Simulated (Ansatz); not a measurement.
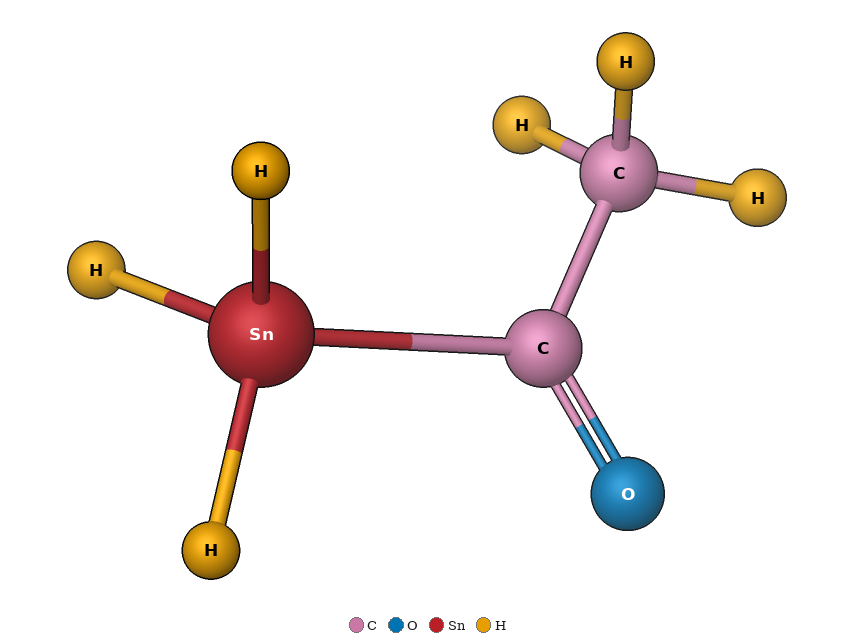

Multiple sticks mark multiple bonds (one Kekulé form).

Which formula does it have?

C2H6OSn, 10 atoms: 2 carbon, 6 hydrogen, 1 oxygen and 1 tin.

Count the bonded pairs by element.

3 C–H, 3 Sn–H, 1 C–C, 1 C–O, 1 C–Sn.

How many atoms are distinct by symmetry?

8: 1 C, 1 C, 1 O, 1 Sn, 2 H, 1 H, 1 H, 2 H.

Give the symmetry (Schoenflies symbol).

Cs.

More results for the same structure follow; atom numbers are the same in all pictures, views and colours differ. Computed geometry: PBE0-D4/def2-TZVP optimisation. No frequency run is at hand to confirm it as a minimum.

### Shape

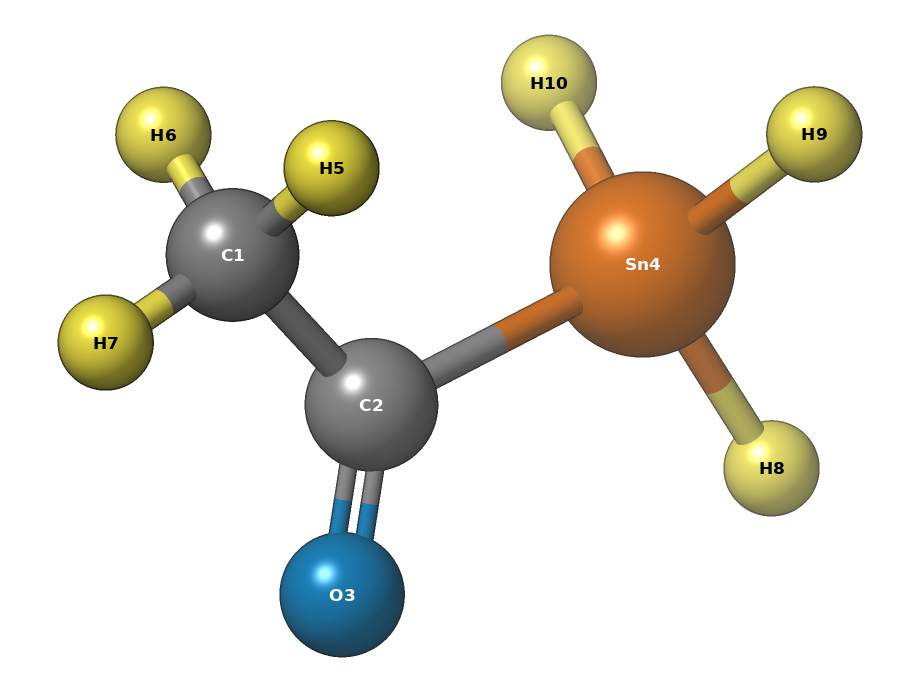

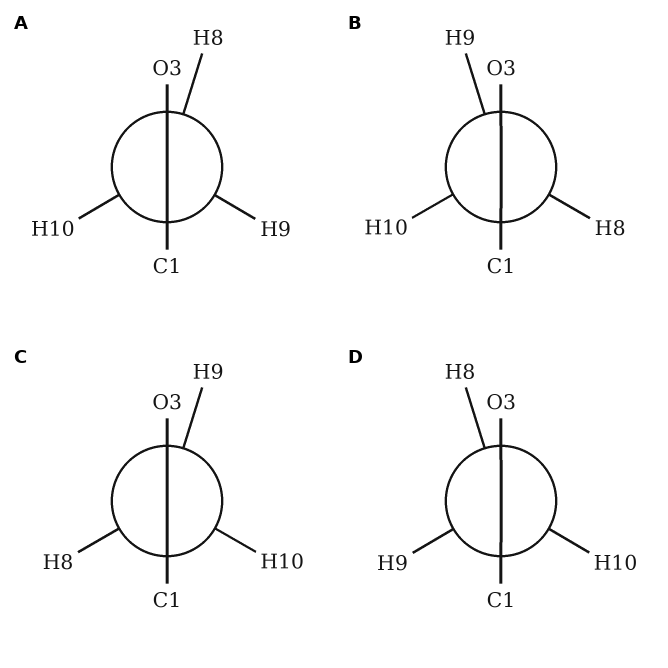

Atoms fade into the background with distance from the viewer. Bonds that would overlap in a projection are set slightly apart. No frequency run is at hand to confirm it as a minimum.

Which Newman projection shows the view along C2–Sn4, with C2 in front?

D. The torsion angle O3–C2–Sn4–H8 is 0°, synperiplanar (eclipsed).

### Dipole moment

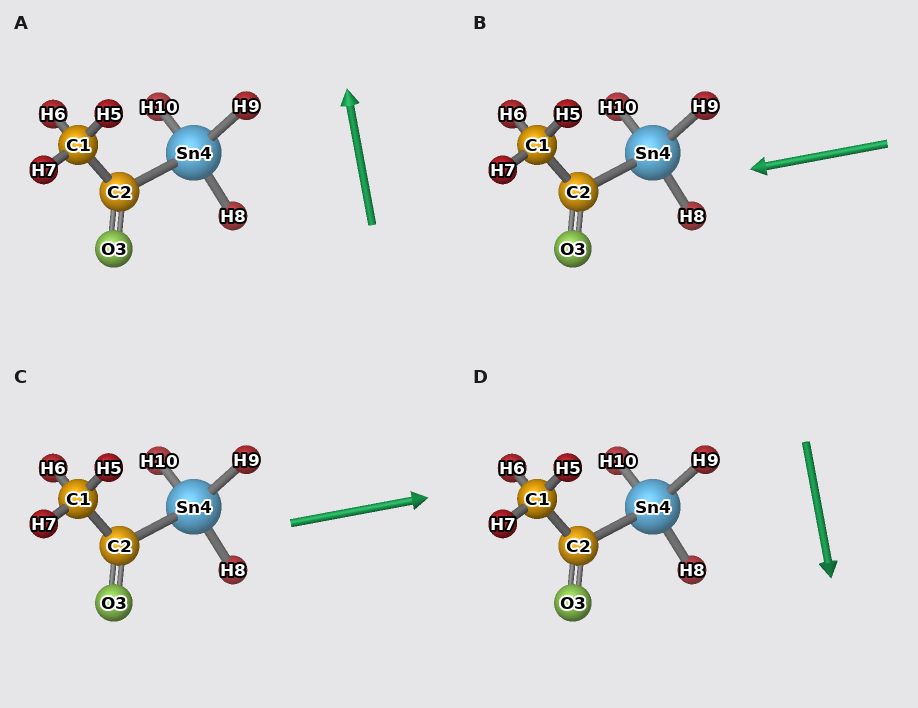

The same molecule four times, each with an arrow. No frequency run is at hand to confirm it as a minimum. Method: RKS B3LYP-D4/def2-TZVPP, core potentials on Sn (Ansatz 0.2.0).

Which arrow points along the dipole moment, from the negative to the positive end?

A. The dipole moment is 2.31 D; it points from the side of O3, H8 to the side of H5, H6 (the outermost atoms at the two ends).

### Levels of theory compared

No frequency run is at hand to confirm it as a minimum. Program: Ansatz 0.2.0.

Compare HOMO–LUMO gap (eV), HOMO energy (eV) at these levels: B3LYP-D4/def2-TZVPP; PBE-D4/def2-TZVPP; PBE0-D4/def2-TZVPP; r2SCAN-D4/def2-TZVPP; ωB97M-V/def2-TZVPP; ωB97X-V/def2-TZVPP.

```json
{"level": "B3LYP-D4/def2-TZVPP", "HOMO–LUMO gap (eV)": "5.19", "HOMO energy (eV)": "−6.50"}
{"level": "PBE-D4/def2-TZVPP", "HOMO–LUMO gap (eV)": "3.21", "HOMO energy (eV)": "−5.42"}
{"level": "PBE0-D4/def2-TZVPP", "HOMO–LUMO gap (eV)": "5.63", "HOMO energy (eV)": "−6.68"}
{"level": "r2SCAN-D4/def2-TZVPP", "HOMO–LUMO gap (eV)": "3.65", "HOMO energy (eV)": "−5.64"}
{"level": "ωB97M-V/def2-TZVPP", "HOMO–LUMO gap (eV)": "10.04", "HOMO energy (eV)": "−8.86"}
{"level": "ωB97X-V/def2-TZVPP", "HOMO–LUMO gap (eV)": "10.23", "HOMO energy (eV)": "−8.93"}
```

### Charges

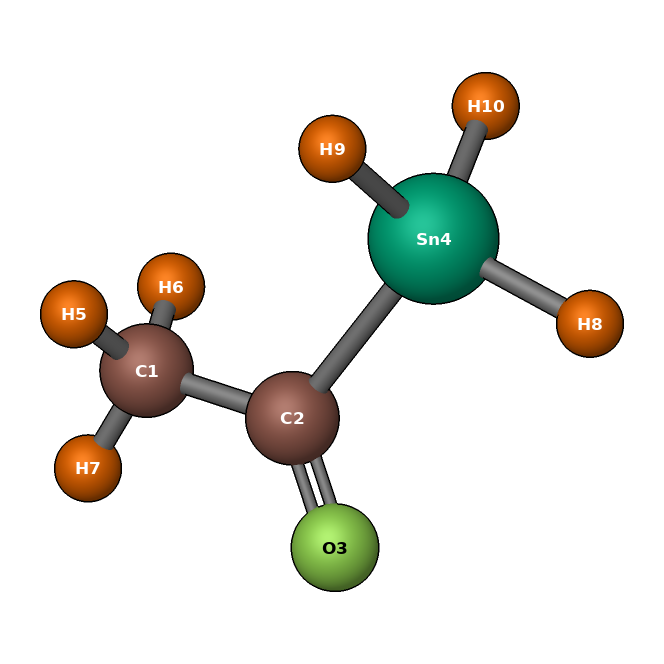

The questions are on Mulliken charges. No frequency run is at hand to confirm it as a minimum. Method: RKS PBE0-D4/def2-TZVP, core potentials on Sn (Ansatz 0.2.0).

Which atom carries the highest charge (most positive or least negative)?

Sn4 (0.27 e).

And the lowest?

C1 (−0.33 e).

Give the Mulliken charges atom by atom.

```tsv
atom	value (e)
C1	−0.33
C2	0.03
O3	−0.25
Sn4	0.27
H5	0.14
H6	0.14
H7	0.14
H8	−0.04
H9	−0.05
H10	−0.05
```

Mulliken values depend strongly on the basis set and can even reverse the polarity of a bond.
